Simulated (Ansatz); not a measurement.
# Generalised stacking fault on (111) (shuffle set) of a GaAs-GaSb solid solution (48 atoms): support functions against a reference

Aim: test how closely localised support functions follow the reference on generalised stacking fault on (111) (shuffle set) of a GaAs-GaSb solid solution (48 atoms), and at what cost. A setting counts as converged where the r.m.s. difference of forces stays under 1 % of the r.m.s. force.

Calculated with Ansatz 0.2.0; Kohn-Sham DFT, PBE, PAW (set soft_2), plane waves.

**1. The structure**

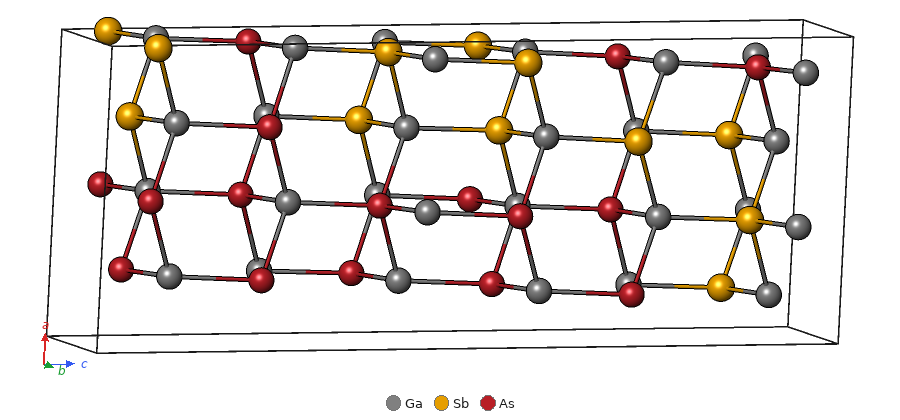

The cell as given, from the side, with the c axis across the page (gallium grey, antimony orange, arsenic red). Some periodic images of atoms are drawn too.

The cell holds 48 atoms: 24 Ga, 10 Sb and 14 As. Cell: a = 8.267 Å, b = 7.159 Å, c = 20.275 Å, α = 90.0°, β = 87.1°, γ = 90.0°. It derives from GaAs and GaSb. Zinc-blende GaAs lattice (a = 5.8453 Å, the value set for the mixture), cell with z along [111], 2 x 1 x 2 periods; the third cell vector is tilted by 0.250 of 1/2[1-10] and lengthened by 0 Å, so the cell holds one fault (shuffle set); displaced by a Gaussian of 0.01 Å; 10 of 24 As sites given to Sb at random (lattice constant by Vegard's rule between GaAs and GaSb).

What the set-up can't give: The host structure and its lattice constant were typed by rule, without a check against the phase diagram. No spin–orbit coupling is included, so levels derived from the heavy atoms are approximate.

**2. Plane-wave single point**

This run is the reference for what follows, at a cutoff of 420 eV.

input.yaml

```yaml
crystal:
  lattice:
    - [8.2665, 0.0, 0.0]
    - [0.0, 7.159, 0.0]
    - [1.03331, 0.0, 20.24871]
  atoms:
    - { symbol: Ga, position: [0.63452, 0.49949, 0.93768] }
    - { symbol: Sb, position: [0.74162, 0.4992, 0.06321] }
    - { symbol: Ga, position: [0.73693, 0.83, 0.10396] }
    - { symbol: As, position: [0.72005, 0.83388, 0.2295] }
    - { symbol: Ga, position: [0.13376, 0.49954, 0.93758] }
    - { symbol: As, position: [0.24301, 0.4992, 0.06177] }
    - { symbol: Ga, position: [0.23723, 0.82928, 0.10454] }
    - { symbol: As, position: [0.22137, 0.834, 0.22878] }
    - { symbol: Ga, position: [0.38259, 0.99956, 0.93837] }
    - { symbol: As, position: [0.4926, 0.99925, 0.06255] }
    - { symbol: Ga, position: [0.48814, 0.33332, 0.10376] }
    - { symbol: As, position: [0.47228, 0.3356, 0.22934] }
    - { symbol: Ga, position: [0.46497, 0.66593, 0.2709] }
    - { symbol: As, position: [0.44996, 0.66478, 0.39516] }
    - { symbol: Ga, position: [0.718, 0.16793, 0.27045] }
    - { symbol: Sb, position: [0.70167, 0.16633, 0.39564] }
    - { symbol: Ga, position: [0.69295, 0.49978, 0.43723] }
    - { symbol: Sb, position: [0.68106, 0.49925, 0.56253] }
    - { symbol: Ga, position: [0.67766, 0.83457, 0.6035] }
    - { symbol: Sb, position: [0.6582, 0.83417, 0.7283] }
    - { symbol: Ga, position: [0.88489, 0.99944, 0.93813] }
    - { symbol: Sb, position: [0.9921, 0.00078, 0.06254] }
    - { symbol: Ga, position: [0.98549, 0.33452, 0.10452] }
    - { symbol: As, position: [0.97139, 0.33382, 0.22945] }
    - { symbol: Ga, position: [0.96788, 0.6683, 0.26992] }
    - { symbol: Sb, position: [0.95044, 0.66748, 0.3962] }
    - { symbol: Ga, position: [0.21326, 0.16454, 0.27121] }
    - { symbol: As, position: [0.2025, 0.16734, 0.3957] }
    - { symbol: Ga, position: [0.19544, 0.5001, 0.43672] }
    - { symbol: As, position: [0.18035, 0.50078, 0.56304] }
    - { symbol: Ga, position: [0.17548, 0.8358, 0.60407] }
    - { symbol: As, position: [0.1592, 0.83168, 0.72965] }
    - { symbol: Ga, position: [0.4458, 0.99942, 0.43695] }
    - { symbol: As, position: [0.42907, 0.00019, 0.56227] }
    - { symbol: Ga, position: [0.42425, 0.33277, 0.604] }
    - { symbol: As, position: [0.40922, 0.33311, 0.72967] }
    - { symbol: Ga, position: [0.40197, 0.66692, 0.77153] }
    - { symbol: Sb, position: [0.38826, 0.66746, 0.89552] }
    - { symbol: Ga, position: [0.65451, 0.16802, 0.77052] }
    - { symbol: Sb, position: [0.63721, 0.16664, 0.89623] }
    - { symbol: Ga, position: [0.94443, 0.99782, 0.43705] }
    - { symbol: Sb, position: [0.92901, 0.0022, 0.56253] }
    - { symbol: Ga, position: [0.92652, 0.33333, 0.60397] }
    - { symbol: As, position: [0.90785, 0.33141, 0.72925] }
    - { symbol: Ga, position: [0.90584, 0.66722, 0.77169] }
    - { symbol: As, position: [0.88565, 0.66543, 0.89609] }
    - { symbol: Ga, position: [0.15331, 0.16662, 0.77061] }
    - { symbol: Sb, position: [0.13978, 0.16416, 0.8957] }
kpoints:
  mp_grid: { grid: [2, 2, 1] }
hamiltonian:
  xc: pbe
scf:
  occupations: { method: fermi_dirac, width: 0.025 }
output:
  forces: true
  stress: true
  populations: true
  dos:
    method: { smearing: { sigma: 0.15 } }
    de: 0.1
    projected: { site_lists: { As: [As], Ga: [Ga], Sb: [Sb] } }
  eigenvalues: true
  write_density: true
  write_potential: true
  volumetric_format: npy
  elf: true
```

Command:

```
$ ansatz run input.yaml --threads 4 --pin off --max-ram 8192MiB --backend cpu --events-out ev --progress --plain --runs-dir out
```

Numbers of over 12 decimals in the logs are rounded to 6 here.

The log of the run:

```text
Engine: ansatz 0.2.0, x86_64-unknown-linux-gnu
Pseudopotentials: kind: paw
Pseudopotential: Ga, paw, valence charge 13, recommended cutoff 420 eV (normal), Ga.paw.azcp
Pseudopotential: Sb, paw, valence charge 15, recommended cutoff 420 eV (normal), Sb.paw.azcp
Pseudopotential: As, paw, valence charge 15, recommended cutoff 420 eV (normal), As.paw.azcp
Functional definition: PBE
  parameter kappa = 0.804
  parameter beta = 0.066725
  exchange = pbe_x(kappa = kappa, mu = beta*pi^2/3)
  correlation = pbe_c(beta = beta)
Crystal: 48 atoms, lattice volume = 1198.316 Å³
Basis set: ecut = 420 eV, 23409 PW (Γ), exchange–correlation on 120×96×288 points (8 copies of the dense FFT grid, shifted against one another)
Bands: 404, of which v1, the nominal top of the filled ones, is band 336 counted from 1 (335 counted from 0)
Symmetry: 1 space group operations
Space group: P1 (ITA 1), of the structure as read, at distance tolerance 1.1e-4 Å
k-points: 4
Non-local potential: Ga, projectors of the file, l = 0: 2, l = 1: 2, l = 2: 3, l = 3: 1
Non-local potential: Sb, projectors of the file, l = 0: 2, l = 1: 2, l = 2: 2, l = 3: 2
Non-local potential: As, projectors of the file, l = 0: 2, l = 1: 2, l = 2: 3, l = 3: 1
PAW form: soft (Blöchl's): semilocal exchange-correlation on the pseudo side does not see the compensation charge
PAW one-centre angular grid: Ga, 590 points (default); XC on 64 Gauss nodes
PAW one-centre angular grid: Sb, 590 points (default); XC on 64 Gauss nodes
PAW one-centre angular grid: As, 590 points (default); XC on 64 Gauss nodes
Initial density: superposition of atomic densities (neutral atoms: chi_scale 0, normalization atom), corrected by the library's trained network
Initial wavefunctions: pseudopotential atomic-orbital guess
Functional: x = pbe(κ = 0.804, μ = 0.219515), c = pbe(β = 0.066725)
SCF iter   1: F=—  HF=-223630.372217 eV  |F-HF|=—  |Δ(HF+E_count)|=         —  Δρ=1.66e-3  dr2=6.01e-2  ethr=1.77e-3  ⟨swp⟩=6.0  Hψ=5867  notcnv=0  defer=26
preconditioner: auto → LDOS  [insulator: Δε(μ)=0.088 eV  Ē_g=14.109 eV  σ=0.025 eV  W_gap=0.71  n_scr=306 (ndim 8)  ℏωp=22.3 eV  f_vac=0.083  D(μ)=5.08/eV (n_scr^D=10)  ε∞_Penn≈3.5  β→1.0]
SCF iter   2: F=—  HF=-223630.342358 eV  |F-HF|=—  |Δ(HF+E_count)|=   2.99e-2  Δρ=1.29e-3  dr2=3.97e-2  ethr=8.94e-6  ⟨swp⟩=2.0  Hψ=2957  notcnv=0  defer=239
SCF iter   3: F=—  HF=-223630.329860 eV  |F-HF|=—  |Δ(HF+E_count)|=   1.25e-2  Δρ=3.25e-4  dr2=2.99e-3  ethr=5.90e-6  ⟨swp⟩=2.2  Hψ=2467  notcnv=0  defer=239
SCF iter   4: F=—  HF=-223630.328888 eV  |F-HF|=—  |Δ(HF+E_count)|=   9.72e-4  Δρ=6.76e-5  dr2=7.45e-5  ethr=4.46e-7  ⟨swp⟩=2.0  Hψ=2397  notcnv=0  defer=239
SCF iter   5: F=—  HF=-223630.328966 eV  |F-HF|=—  |Δ(HF+E_count)|=   7.86e-5  Δρ=2.54e-5  dr2=1.36e-5  ethr=1.11e-8  ⟨swp⟩=2.0  Hψ=2503  notcnv=0  defer=239
SCF iter   6: F=—  HF=-223630.328970 eV  |F-HF|=—  |Δ(HF+E_count)|=   3.22e-6  Δρ=8.51e-6  dr2=2.10e-6  ethr=2.03e-9  ⟨swp⟩=2.0  Hψ=2443  notcnv=0  defer=239
SCF iter   7: F=—  HF=-223630.328970 eV  |F-HF|=—  |Δ(HF+E_count)|=   1.01e-7  Δρ=2.51e-6  dr2=1.00e-7  ethr=3.12e-10  ⟨swp⟩=2.0  Hψ=2435  notcnv=0  defer=239
SCF iter   8: F=-223630.328970 eV  HF=-223630.328970 eV  |F-HF|=7.95e-9  |Δ(HF+E_count)|=   8.88e-8  Δρ=8.09e-7  dr2=1.13e-8  ethr=1.49e-11  ⟨swp⟩=14.2  Hψ=12624  notcnv=0
SCF 1 converged in 8 iterations: F = -223630.328970 eV  dr2 = 1.13e-8
  greatest PAW one-centre occupation: 0.999 electrons in one spin orbital (limit 2), on the As atom at site 9 (counted from 0), in its partial waves of l = 2
SCF converged after 8 iterations
Free energy (F): -223630.328970 eV
Harris-Foulkes:  -223630.328970 eV  (|F-HF|=7.95e-9)
Internal energy: -223630.317635 eV  (E = F + TS)
E sigma→0 (E₀):  -223630.323302 eV
Entropy (-TS):   -0.011335 eV (-0.236 meV/atom)
Fermi energy:    8.199500 eV
--- Per-component energies (eV) ---
  E_band       = -6965.212157
  E_kinetic    = 6306.385631
  E_local      = -93911.361470  (includes V_loc(G=0)·N_el)
  E_nonlocal   = 4434.522709
  E_hartree    = 45628.323124
  E_xc         = -4152.305449
  E_vxc        = -3465.231309  (∫ρ·V_xc dr)
  E_paw        = -119189.595011  (= ΣΔE_a)
  E_vpaw       = -11586.171202  (= ΣTr[D̂ρ^β])
  E_aug_tail   = -0.002626  (compensation charges beyond the density's cutoff)
  E_ewald      = -62746.284543
  E_smearing   = -0.011335  (= −TS)
  E_closure    = -0.000000  (closes the sum)
  Σ components = -223630.328970   (vs F -223630.328970, Δ=0.00e0)
--- Forces (eV/Å), atoms counted from 1 ---
  atom   1  Ga     1.16240485     0.48119401     0.57512578
  atom   2  Sb    -0.57588398     0.13359292    -1.19006875
  atom   3  Ga    -0.77615580     0.68183316     1.03136487
  atom   4  As    -0.10667576     0.04313180    -0.09613283
  atom   5  Ga    -0.43568127     0.42412012     0.91440051
  atom   6  As    -0.84810643     0.02539528    -0.24894970
  atom   7  Ga     1.09836584    -0.51458563     0.33708167
  atom   8  As    -0.07157438    -0.03728399     0.03467068
  atom   9  Ga     0.74179007    -0.10341601     1.44645227
  atom  10  As    -0.92444050     0.05058802    -0.29806281
  atom  11  Ga    -1.02909554    -0.86202349     0.70180705
  atom  12  As    -0.30541309    -0.20206818    -0.04468930
  atom  13  Ga     0.09326618     0.03251426    -0.05527893
  atom  14  As    -0.08149775     0.14219673     0.14152096
[...]
atom  47  Ga     0.13842894    -0.02650645    -1.24265369
  atom  48  Sb    -0.11000291     0.28265322     0.00661245
  max |Σ_I F_I| component: 2.59e-5 eV/Å
--- Stress (GPa, compression-positive) ---
        3.956161       0.147823      -1.393613
        0.147823       3.542402      -0.111381
       -1.393613      -0.111381       3.009337
  P = ⅓ Tr σ = 3.5026 GPa (35.026 kbar)
--- Band table (eV) ---
  k-point 0: bands = ["-27.3349", "-27.3332", "-27.3185", "-27.3108", [... 388 levels ...], "12.8792", "12.9699", "12.9887", "13.1099", "13.1201", "13.1651", "13.2097", "13.2444", "13.2768", "13.3603", "13.4165", "13.4659"]
[...]
--- Löwdin populations: 48 sites ---
  site symbol       q [e]
     0     Ga     13.1923
     1     Sb     14.6378
     2     Ga     13.1259
[...]
47     Sb     14.5992
  spilling = 0.001518 (of n_electrons = 672.000000)
```

It took 55 s on 4 threads of Intel Xeon Platinum 8375C at 2.90GHz (Ice Lake), shared host; peak memory 5.3 GiB.

The program notes that it cut back its work space to fit the memory limit.

The run gave:

| Item | Value |
| --- | --- |
| free energy | -223630.3290 eV |
| free energy per atom | -4658.9652 eV/atom |
| SCF cycles | 8 |
| pressure | 3.503 GPa |
| r.m.s. force component | 0.5482 eV/Å |
| longest force | 1.665 eV/Å |
| Fermi energy | 8.199 eV |
| levels partly filled by over 2 per cent | 2 |
| spilling of the projection | 0.001518 |

The r.m.s. force component of 0.55 eV/Å sets the scale for the differences below.

**3. Support functions medium**

With localised support functions most steps grow linearly with size, though the diagonalisation grows faster unless the density matrix is cut; this run measures error and cost at this size. The level medium gives here a grid of 48×36×90 points and a radius of 4.37 Å.

This step: Kohn-Sham DFT, PBE, PAW (set soft_2), localised support functions (medium) (Ansatz 0.2.0).

input.yaml, the sections that differ from step 2:

```yaml
scf:
  occupations: { method: fermi_dirac, width: 0.025 }
  eigensolver: { kind: { support_functions: { accuracy: medium } } }
  mixing: { beta: 0.4 }
  max_iter: 150
output:
  forces: true
# crystal, kpoints, hamiltonian: as in step 2
```

The log of the run:

```text
Warning: scf.eigensolver.kind.support_functions: disabling space-group detection — the functions' gradient is summed over unrotated k-points, so no spatial operation reduces the k-mesh or symmetrises the density; time reversal is kept, so that k and −k are solved as one point where they differ and the mesh holds both, and exact exchange and, on two spinor components, a DFT+U term hold to it where the run has them: [...]
settings of this run that can trade accuracy for cost: scf.eigensolver.kind.support_functions [...]
[...]
Crystal: 48 atoms, lattice volume = 1198.316 Å³
Basis set: ecut = 420 eV, 23409 PW (Γ), exchange–correlation on 120×96×288 points (8 copies of the dense FFT grid, shifted against one another)
Bands: 404, of which v1, the nominal top of the filled ones, is band 336 counted from 1 (335 counted from 0)
Symmetry: 1 space group operations
k-points: 4
[...]
Eigensolver: Support functions (medium, 48×36×90 points, laid for a spacing of at most 0.228497 Å, radius 4.366850 Å, 3 species' potentials softened for the grid, 2 wholly corrected for its errors in the mean over positions, 3 with the egg-box correction, energy correction by stochastic trace)
[...]
SCF iter   1: F=—  HF=-223612.464335 eV  |F-HF|=—  |Δ(HF+E_count)|=         —  Δρ=3.02e-2  dr2=7.94e0  ethr=1.00e-1
[...]
SCF iter  12: F=—  HF=-223630.373961 eV  |F-HF|=—  |Δ(HF+E_count)|=   1.34e-3  Δρ=1.08e-5  dr2=2.07e-6  ethr=1.55e-9  κ⁻¹=2.0e-7(r=7)
SCF iter  13: F=-223630.375102 eV  HF=-223630.375102 eV  |F-HF|=1.80e-7  |Δ(HF+E_count)|=   1.14e-3  Δρ=6.49e-6  dr2=5.54e-7  ethr=3.09e-10
SCF 1 converged in 13 iterations: F = -223630.399589 eV  dr2 = 5.54e-7
[...]
SCF converged after 13 iterations
Stability not checked: this state was not tested for a lower state beside it, because the mixer in use, unlike msr1, does not test its closes by its own steps (another_mixer; see scf.mixing.algorithm and scf.lower_state_search)
Free energy (F): -223630.399589 eV
[...]
Internal energy: -223630.388331 eV  (E = F + TS)
E sigma→0 (E₀):  -223630.393960 eV
Entropy (-TS):   -0.011258 eV (-0.235 meV/atom)
Fermi energy:    8.199633 eV
[...]
Σ components = -223630.399589   (vs F -223630.399589, Δ=0.00e0)
--- Forces (eV/Å), atoms counted from 1 ---
  atom   1  Ga     1.16165508     0.48157695     0.57654116
  atom   2  Sb    -0.57561401     0.13505688    -1.18977095
  atom   3  Ga    -0.77620971     0.68185292     1.03225595
  atom   4  As    -0.10684827     0.04365245    -0.09718180
[...]
atom  48  Sb    -0.10976927     0.28299786     0.00545763
  max |Σ_I F_I| component: 1.16e-2 eV/Å
--- Band table (eV) ---
[...]
guard bands above this table: 59 of the run's 404 bands (output.publish_guard_bands: true publishes all)
[...]
```

Wall time 1.8 min (4 threads); peak memory 3.5 GiB.

The program notes that the band table was not solved further than the SCF left it and it switched symmetry off.

Keys that differ from the reference: support_functions.accuracy = "medium", scf.max_iter = 150 and scf.mixing.beta = 0.4.

Forces differ from the reference by 0.55 meV/Å r.m.s., 0.10 % of their size, well within a tolerance of 1 %; the energy by -1.5 meV/atom. It took 1.8 min and 13 cycles; the reference's time can't be set against it, since the two runs asked for unlike analyses. The two runs also began from different starting densities, which bears on cycles and time.

**4. Support functions low**

The level low is asked for. Here it resolves to the same grid and radius as in the run with support functions medium, so the basis is not new.

This step: Kohn-Sham DFT, PBE, PAW (set soft_2), localised support functions (low) (Ansatz 0.2.0).

input.yaml, the sections that differ from step 3:

```yaml
scf:
  occupations: { method: fermi_dirac, width: 0.025 }
  eigensolver: { kind: { support_functions: { accuracy: low } } }
  mixing: { beta: 0.4 }
  max_iter: 150
# crystal, kpoints, hamiltonian, output: as in step 3
```

The log of the run:

```text
[...]
Crystal: 48 atoms, lattice volume = 1198.316 Å³
Basis set: ecut = 420 eV, 23409 PW (Γ), exchange–correlation on 120×96×288 points (8 copies of the dense FFT grid, shifted against one another)
Bands: 404, of which v1, the nominal top of the filled ones, is band 336 counted from 1 (335 counted from 0)
Symmetry: 1 space group operations
k-points: 4
[...]
Eigensolver: Support functions (low, 48×36×90 points, laid for a spacing of at most 0.228497 Å, radius 4.366850 Å, 3 species' potentials softened for the grid, 2 wholly corrected for its errors in the mean over positions, 3 with the egg-box correction, energy correction by stochastic trace)
[...]
SCF iter   1: F=—  HF=-223612.464335 eV  |F-HF|=—  |Δ(HF+E_count)|=         —  Δρ=3.02e-2  dr2=7.94e0  ethr=1.00e-1
[...]
SCF iter  11: F=—  HF=-223630.372620 eV  |F-HF|=—  |Δ(HF+E_count)|=   1.69e-3  Δρ=3.42e-5  dr2=1.04e-5  ethr=5.33e-9  κ⁻¹=7.3e-8(r=7)
SCF iter  12: F=-223630.373961 eV  HF=-223630.373961 eV  |F-HF|=6.57e-7  |Δ(HF+E_count)|=   1.34e-3  Δρ=1.08e-5  dr2=2.07e-6  ethr=1.55e-9
SCF 1 converged in 12 iterations: F = -223630.399522 eV  dr2 = 2.07e-6
[...]
SCF converged after 12 iterations
[...]
Free energy (F): -223630.399522 eV
[...]
Internal energy: -223630.388270 eV  (E = F + TS)
E sigma→0 (E₀):  -223630.393896 eV
Entropy (-TS):   -0.011252 eV (-0.234 meV/atom)
Fermi energy:    8.199513 eV
[...]
Σ components = -223630.399522   (vs F -223630.399522, Δ=0.00e0)
--- Forces (eV/Å), atoms counted from 1 ---
  atom   1  Ga     1.16165739     0.48165012     0.57656586
  atom   2  Sb    -0.57556327     0.13504210    -1.18985624
  atom   3  Ga    -0.77624090     0.68185582     1.03234096
  atom   4  As    -0.10680132     0.04363928    -0.09715103
[...]
atom  48  Sb    -0.10976310     0.28302090     0.00536429
  max |Σ_I F_I| component: 1.23e-2 eV/Å
--- Band table (eV) ---
[...]
```

The job ended after 1.7 min (4 threads; peak memory 3.5 GiB; 6.5 min of CPU time).

Keys that differ from the reference: support_functions.accuracy = "low", scf.max_iter = 150 and scf.mixing.beta = 0.4.

Forces differ from the reference by 0.57 meV/Å r.m.s., 0.10 % of their size, well within a tolerance of 1 %; the energy by -1.5 meV/atom. It took 1.7 min and 12 cycles; the reference's time can't be set against it, since the two runs asked for unlike analyses. The two runs also began from different starting densities, which bears on cycles and time.

(Continued in part 2 of 3.)

[Logs are printed without paths, hosts, clocks, repeated set-up lines and the standing remarks that a program may print on its own settings, such as how far it seeks lower states.]

[Hosts, paths, dates, database ids (printed as entryN), source tags and the programs' standing remarks are cut or masked in the printed files.]
